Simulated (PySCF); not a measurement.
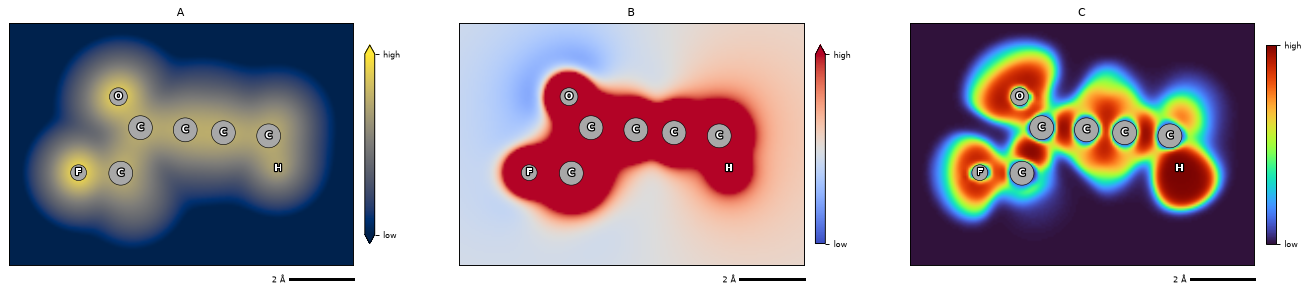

C$_{5}$H$_{3}$F$_{3}$O: 3 fields on the plane of atoms C4, C6 and F8, with unlabelled colour scales. Grey discs cover the atomic cores.

Geometry: GFN2-xTB.

The calculation used PySCF 2.14.0, CAM-B3LYP/def2-SVPD, SCF density, gas phase.

The panels show electron density, electron localisation function and electrostatic potential in some order. Assign them.

Panel A: electron density. Panel B: electrostatic potential (strongly positive close to the atoms, with negative regions outside electron-rich atoms). Panel C: electron localisation function. From the grid: C–O (1.20 Å): the density is about 3.4 e/Å³ at the midpoint; the ELF peaks at about 0.85 between the atoms (a short, multiple covalent bond). C–C (1.21 Å): ρ is about 2.7 e/Å³ halfway; the ELF peaks at about 0.85 between the atoms; a multiple bond.
